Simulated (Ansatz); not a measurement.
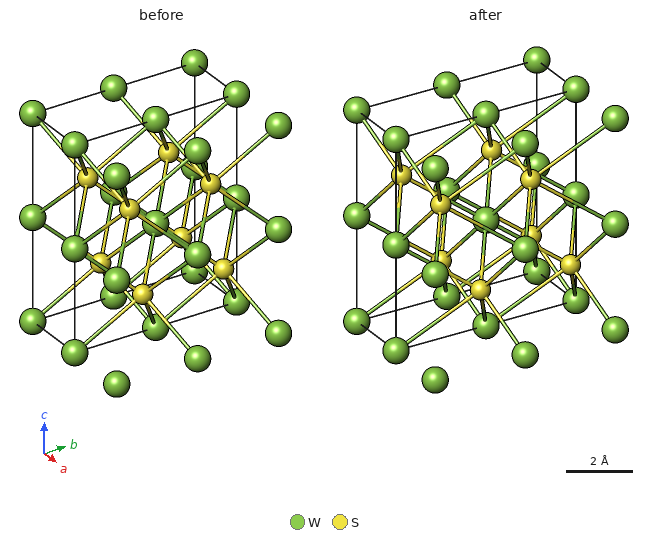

The structure of solid WS (built on the nickel arsenide type) before (left) and after (right) a relaxation, at one scale.

Style: ball-and-stick. Shown: the cell of the calculation, repeated 2 × 1 × 1 with one cell outlined, slightly off an axis.

Case: antiferromagnetic, doubled cell, propagation vector (0, 1/2, 0).

The calculation used DFT r2SCAN+U, scalar-relativistic, plane waves, PAW in Ansatz 0.2.0.

Input file:
```yaml
crystal:
  lattice:
    - [3.8333239847, 0.0, 0.0]
    - [-3.8333239846, 6.6395119033, 0.0]
    - [0.0, 0.0, 6.6179555125]
  atoms:
    - { symbol: W, position: [0.0, 0.0, 0.0], spin: 1.0 }
    - { symbol: W, position: [0.0, 0.0, 0.5], spin: 1.0 }
    - { symbol: S, position: [0.3333333333, 0.3333333333, 0.25] }
    - { symbol: S, position: [0.6666666667, 0.1666666667, 0.75] }
    - { symbol: W, position: [0.0, 0.5, 0.0], spin: -1.0 }
    - { symbol: W, position: [0.0, 0.5, 0.5], spin: -1.0 }
    - { symbol: S, position: [0.3333333333, 0.8333333333, 0.25] }
    - { symbol: S, position: [0.6666666667, 0.6666666667, 0.75] }
basis:
  ecutwfc: 500
kpoints:
  mp_grid: { grid: [12, 6, 6] }
hamiltonian:
  xc: r2scan
  hubbard: { sites: [{ species: W, l: d, u_eff: 6.2 }] }
scf:
  occupations: { method: gaussian, width: 0.1 }
output:
  forces: true
  stress: true
  eigenvalues: true
  populations: true
magnetization:
  spin_polarized: true
relax:
  adjacent_minimum: "off"
  f_tol: 0.01
  max_steps: 60
  cell: { stress_tol: 0.05 }
```

Launched with:
```bash
ansatz run input.yaml --threads 1 --pin off --max-ram 2560MiB --backend cpu --events-out ev --progress --plain --runs-dir out
```

### Describe what moved and what it gained.

The run was cut off at its time limit before the relaxation converged, so the last structure is only a point on the way. The largest moves relative to the cell, 0.37 Å, are those of S3, S4, S7 and S8. S4 goes along [−1 −1 0]. W stays in place. Cell: a 3.833 → 3.581 Å (−6.6 %), b 7.667 → 7.990 Å (+4.2 %), c 6.618 → 6.726 Å (+1.6 %), γ 120.0° → 116.6°. Volume +2.1 %. Some distances before and after: S4–W5 2.763 → 3.224 Å, S3–W5 2.763 → 2.590 Å. Among the angles between lasting bonds that change: W5–S4–W6 73.6° → 62.9°, W1–S4–W2 132.8° → 143.1°, W1–S4–W2 73.6° → 81.0°. The space group (tolerance 0.01 Å) goes from P6_3/mmc (No. 194) to Cmcm (No. 63). Over 2 geometry steps the energy falls by 230 meV per atom. Largest force component: 1.5 eV/Å at the start, 0.079 eV/Å at the end. The pressure goes from 1.18 to 4.12 GPa.
